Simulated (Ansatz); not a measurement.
# doublet InNH3Cl+: levels of theory compared

We compute a comparison of 6 runs (UHF/def2-SVPD, U-r2SCAN/def2-SVPD, U-revPBE/def2-SVPD, UMP2/def2-SVPD, UCCSD/def2-SVPD, UCCSD(T)/def2-SVPD) of doublet InNH3Cl+. 

The calculation is run with Ansatz 0.2.0.

22 further runs of the same task are left out: 22 set aside as unsound or not needed.

### Step 1. The molecule

The species is InNH3Cl+ (6 atoms), meant as a doublet with charge +1. SMILES of the parent species: `[NH2][InH][Cl]`. Geometry: relaxed at PBE0-D4/def2-TZVP. That shape belongs to the parent species and isn't relaxed for this state.

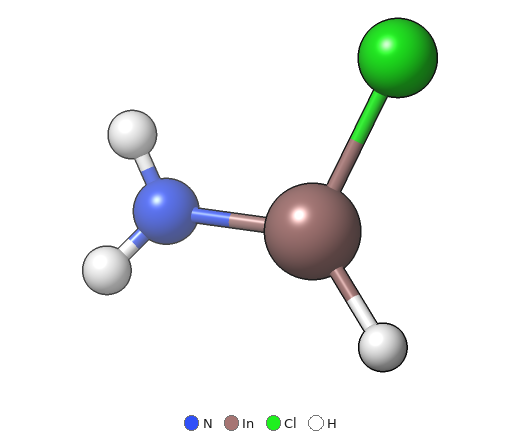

Viewed from a chosen angle; nitrogen blue, indium brown, chlorine green, hydrogen white.

### Step 2. The energy at UHF/def2-SVPD (core potential) (run 1)

input.yaml reads:

```yaml
crystal:
  periodic: [false, false, false]
  atoms:
    - {symbol: N, position_ang: [-1.020800, 0.188100, -0.504100]}
    - {symbol: In, position_ang: [0.792100, 0.148600, 0.327900]}
    - {symbol: Cl, position_ang: [0.990800, -1.771000, 1.649200]}
    - {symbol: H, position_ang: [-1.219400, 0.761400, -1.308200]}
    - {symbol: H, position_ang: [-1.558200, -0.664500, -0.526800]}
    - {symbol: H, position_ang: [2.057500, 1.273400, 0.315800]}
basis:
  gaussian:
    orbitals: def2-SVPD
magnetization:
  spin_polarized: true
  initial_magnetization: 1
hamiltonian:
  xc: hf
output: {orbitals: {seedname: orbitals}}
total_charge: 1
accuracy: high
```

Run with:

```sh
ansatz run input.yaml --threads 1 --pin off --max-ram 3480MiB --events-out events.jsonl --progress --plain --runs-dir runs
```

The program printed:

```text
Warning: RAYON_NUM_THREADS=1 ignored (pool sized by the plan → 1); use --threads N
Functional definition: HF
  name "HF"
  exchange = exact_x
  correlation = 0
2196 factors; integrals over basis functions are off by at most 3.8e-9 eV
mean field evaluation 1: about -19159.0231 eV, gradient 3.8e1 eV
mean field evaluation 2: about -19159.1076 eV, gradient 3.8e1 eV
mean field evaluation 4: about -19167.7336 eV, gradient 6.0e0 eV
mean field evaluation 8: about -19169.5637 eV, gradient 1.5e0 eV
mean field evaluation 16: about -19169.6460 eV, gradient 5.5e-5 eV
mean field evaluation 32: about -19166.7738 eV, gradient 1.0e1 eV
mean field evaluation 64: about -19169.6167 eV, gradient 7.5e-1 eV
mean field evaluation 96: about -19164.8349 eV, gradient 5.1e0 eV
mean field evaluation 128: about -19163.3043 eV, gradient 4.1e0 eV
mean field evaluation 160: about -19163.5666 eV, gradient 1.2e1 eV
mean field evaluation 192: about -19166.3143 eV, gradient 2.5e0 eV
mean field -19169.64597383 eV, -704.4714958855 hartree, gradient 3.4e-8 eV, S^2 0.759598; 0 other end points of the search recorded, 0 dependent functions left out
reference -19169.64597383 eV, -704.4714958855 hartree; 24, 23 occupied and 79, 80 virtual orbitals, 2196 factors
Total energy: -19169.64597383 eV, -704.4714958855 hartree
```

Wall time 18 s (1 thread of Intel Xeon Platinum 8259CL at 2.50GHz (Skylake/Cascade Lake), shared host); peak memory 0.53 GiB.

### Step 3. The energy at U-r2SCAN/def2-SVPD (core potential) (run 2)

job.yaml reads:

```yaml
crystal:
  periodic: [false, false, false]
  atoms:
    - {symbol: "N", position_ang: [-1.020800, 0.188100, -0.504100]}
    - {symbol: In, position_ang: [0.792100, 0.148600, 0.327900]}
    - {symbol: Cl, position_ang: [0.990800, -1.771000, 1.649200]}
    - {symbol: H, position_ang: [-1.219400, 0.761400, -1.308200]}
    - {symbol: H, position_ang: [-1.558200, -0.664500, -0.526800]}
    - {symbol: H, position_ang: [2.057500, 1.273400, 0.315800]}
basis:
  gaussian: {orbitals: def2-SVPD}
total_charge: 1
magnetization: {spin_polarized: true, initial_magnetization: 1}
hamiltonian: {xc: r2scan}
accuracy: high
output: {orbitals: {seedname: orbitals}}
```

Run with:

```sh
ansatz run job.yaml --threads 1 --pin off --max-ram 3480MiB --events-out events.jsonl --progress --plain --runs-dir runs
```

The program printed:

```text
Warning: RAYON_NUM_THREADS=1 ignored (pool sized by the plan → 1); use --threads N
Functional definition: r2SCAN
  name "r2SCAN"
  parameter k0 = 0.174
  parameter k1 = 0.065
  parameter a1 = 4.9479
  exchange = r2scan_x(k0 = k0, k1 = k1, a1 = a1)
  correlation = r2scan_c
2196 factors; integrals over basis functions are off by at most 3.8e-9 eV
mean field evaluation 1: about -19201.7772 eV, gradient 6.3e1 eV
mean field evaluation 2: about -19106.7902 eV, gradient 1.2e2 eV
mean field evaluation 4: about -19213.4048 eV, gradient 3.8e1 eV
mean field evaluation 8: about -19222.6003 eV, gradient 1.3e0 eV
mean field evaluation 16: about -19222.6147 eV, gradient 3.4e-3 eV
mean field evaluation 32: about -19222.6147 eV, gradient 4.4e-8 eV
mean field -19222.61470568 eV, -706.4180608775 hartree, gradient 4.4e-8 eV, S^2 0.760125; 5 other end points of the search recorded, 0 dependent functions left out
reference -19222.61472006 eV, -706.4180614059 hartree; 24, 23 occupied and 79, 80 virtual orbitals, 2196 factors
Total energy: -19222.61472006 eV, -706.4180614059 hartree
```

It took 35 s on 1 thread of Intel Xeon Platinum 8259CL at 2.50GHz (Skylake/Cascade Lake), shared host; peak memory 0.56 GiB.

Run 3 isn't shown in full; the table further down has it.

### Step 4. A single-point energy at UMP2/def2-SVPD (core potential) (run 4)

job.yaml reads:

```yaml
crystal:
  periodic: [false, false, false]
  atoms:
    - symbol: N
      position_ang: [-1.020800, 0.188100, -0.504100]
    - symbol: In
      position_ang: [0.792100, 0.148600, 0.327900]
    - symbol: Cl
      position_ang: [0.990800, -1.771000, 1.649200]
    - symbol: H
      position_ang: [-1.219400, 0.761400, -1.308200]
    - symbol: H
      position_ang: [-1.558200, -0.664500, -0.526800]
    - symbol: H
      position_ang: [2.057500, 1.273400, 0.315800]
basis:
  gaussian:
    orbitals: def2-SVPD
total_charge: 1
magnetization:
  spin_polarized: true
  initial_magnetization: 1
correlation:
  method: mp2
  frozen_orbitals: {Cl: 5, H: 0, In: 4, "N": 1}
accuracy: high
```

Run with:

```sh
ansatz run job.yaml --threads 1 --pin off --max-ram 3480MiB --events-out events.jsonl --progress --plain --runs-dir runs
```

The program printed:

```text
Warning: RAYON_NUM_THREADS=1 ignored (pool sized by the plan → 1); use --threads N
[... 4 set-up lines as earlier in the session ...]
2196 factors; integrals over basis functions are off by at most 3.8e-9 eV
mean field evaluation 1: about -19159.0231 eV, gradient 3.8e1 eV
mean field evaluation 2: about -19159.1076 eV, gradient 3.8e1 eV
mean field evaluation 4: about -19167.7336 eV, gradient 6.0e0 eV
mean field evaluation 8: about -19169.5637 eV, gradient 1.5e0 eV
mean field evaluation 16: about -19169.6460 eV, gradient 5.5e-5 eV
mean field evaluation 32: about -19167.9160 eV, gradient 2.9e-5 eV
mean field evaluation 64: about -19166.4200 eV, gradient 4.6e0 eV
mean field evaluation 96: about -19167.9159 eV, gradient 1.5e-1 eV
mean field -19169.64597383 eV, -704.4714958855 hartree, gradient 3.4e-8 eV, S^2 0.759598; 4 other end points of the search recorded, 0 dependent functions left out
10 core orbitals not correlated: weight in the atoms' cores, before any rotation towards them, 1.000 or more for the frozen orbitals, at most 0.000 for the correlated occupied ones
reference -19169.64597383 eV, -704.4714958855 hartree; 14, 13 occupied and 79, 80 virtual orbitals, 2196 factors
second order -10.12014717 eV of doubles, -0.00000000 eV of singles
Total energy: -19179.76612100 eV, -704.8434044344 hartree
```

It took 20 s on 1 thread of Intel Xeon Platinum 8259CL at 2.50GHz (Skylake/Cascade Lake), shared host; peak memory 0.55 GiB.

Run 5 isn't shown in full; the table further down has it.

### Step 5. The energy at UCCSD(T)/def2-SVPD (core potential) (run 6)

molecule.yaml reads:

```yaml
basis:
  gaussian: {orbitals: def2-SVPD}
crystal:
  periodic: [false, false, false]
  atoms:
    - {symbol: N, position_ang: [-1.020800, 0.188100, -0.504100]}
    - {symbol: In, position_ang: [0.792100, 0.148600, 0.327900]}
    - {symbol: Cl, position_ang: [0.990800, -1.771000, 1.649200]}
    - {symbol: H, position_ang: [-1.219400, 0.761400, -1.308200]}
    - {symbol: H, position_ang: [-1.558200, -0.664500, -0.526800]}
    - {symbol: H, position_ang: [2.057500, 1.273400, 0.315800]}
total_charge: 1
magnetization: {spin_polarized: true, initial_magnetization: 1}
correlation: {method: ccsd_t, frozen_orbitals: {Cl: 5, H: 0, In: 4, "N": 1}}
accuracy: high
scf: {omitted_lower_state_checks: [cluster_reference, increment]}
```

Run with:

```sh
ansatz run molecule.yaml --threads 1 --pin off --max-ram 3480MiB --events-out events.jsonl --progress --plain --runs-dir runs
```

The program printed:

```text
Warning: RAYON_NUM_THREADS=1 ignored (pool sized by the plan → 1); use --threads N
[... 15 lines left out ...]
10 core orbitals not correlated: weight in the atoms' cores, before any rotation towards them, 1.000 or more for the frozen orbitals, at most 0.000 for the correlated occupied ones
[... 36 lines left out ...]
Total energy: -19181.16527849 eV, -704.8948225237 hartree
Checks for a lower state left out: cluster_reference, increment
```

Wall time 2.6 min (1 thread of Intel Xeon Platinum 8259CL at 2.50GHz (Skylake/Cascade Lake), shared host); peak memory 1.6 GiB.

### Step 6. The series

| run | level | frozen core orbitals | energy (Eh) | ⟨S²⟩ | wall time |
| --- | --- | --- | --- | --- | --- |
| 1 | UHF/def2-SVPD (core potential) | – | -704.471496 | 0.760 | 18 s |
| 2 | U-r2SCAN/def2-SVPD (core potential) | – | -706.418061 | 0.760 | 35 s |
| 3 | U-revPBE/def2-SVPD (core potential) | – | -706.359532 | 0.755 | 21 s |
| 4 | UMP2/def2-SVPD (core potential) | 10 | -704.843404 | 0.760 | 20 s |
| 5 | UCCSD/def2-SVPD (core potential) | 10 | -704.883321 | 0.760 | 2 min |
| 6 | UCCSD(T)/def2-SVPD (core potential) | 10 | -704.894823 | 0.760 | 2.6 min |

### Step 7. Results

| quantity | value |
| --- | --- |
| run 6: total energy | -704.89482 Eh |
| run 6: correlation energy (10 core orbitals frozen) | -423.3 mEh |
| run 6: (T) correction | -11.50 mEh |
| run 6: ⟨S²⟩ of the reference determinant | 0.760 |
| run 6: T1 diagnostic | 0.016 |

What this shows: Below the UHF energy at the same shape and in the same basis (def2-SVPD): UMP2 -371.9 mEh; UCCSD -411.8 mEh; UCCSD(T) -423.3 mEh. Totals of different functionals can't be ranked against each other. All runs together took 6.2 min, the longest 2.6 min.
